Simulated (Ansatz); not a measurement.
The starting structures come from a database of crystals and need not be the phases stable at ambient conditions.

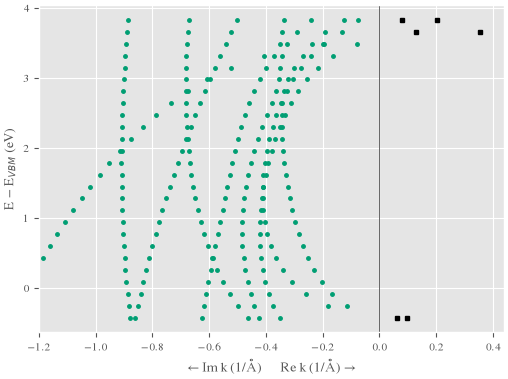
Figure. Complex bands at the centre of the two-dimensional zone; r2SCAN (Ansatz, a first-principles code)

The gap is the functional's own, uncorrected, and κ follows it; spin-orbit coupling is left out. Mid-gap values are interpolated between the computed energies.

Task: This is BaScO$_{2}$F (P4/mmm, not sure to be the ambient phase, 5 atoms a cell, 14.9 Å³ an atom, -4 GPa at this level) along the normal of (100). Read off the slowest decay at the centre of the two-dimensional zone at 1.78 eV, the computed energy nearest the middle of the gap.

Result: κ ≈ 0.33 1/Å, a decay length 1/(2κ) of the density of 1.5 Å.
